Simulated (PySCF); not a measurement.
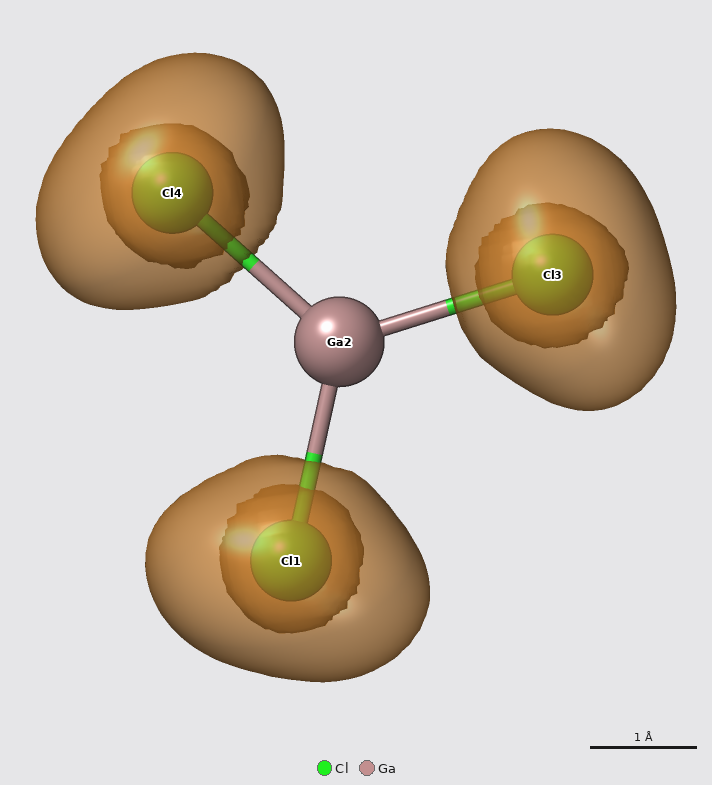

Figure 1: Cl3Ga (SMILES [Cl][Ga]([Cl])[Cl]). Isosurface of the electron localisation function at 0.75 (orange), seen across its widest extent. Core shells and regions of very low density are left out.

Geometry: PBE0-D3(BJ)/def2-SVP.

All numbers below come from DFT single point, gas phase, functional PBE0 in PySCF 2.14.0, density-fitted response routines.

```xyz
4

Cl   -0.7407    1.9783   -0.0147
Ga    0.0089   -0.0036   -0.0133
Cl    2.1019   -0.3420    0.0312
Cl   -1.3559   -1.6250   -0.0525
```

Identify the bonds, lone pairs and shells in this picture.

Answer. The ELF exceeds this value in three regions wrapped around Cl (the valence shell of each). Profiles from the grid: Ga–Cl (2.12 Å): the ELF peaks at about 0.80 in the valence shell of Cl, 0.8 Å from its nucleus, and is about 0.60 at the midpoint.
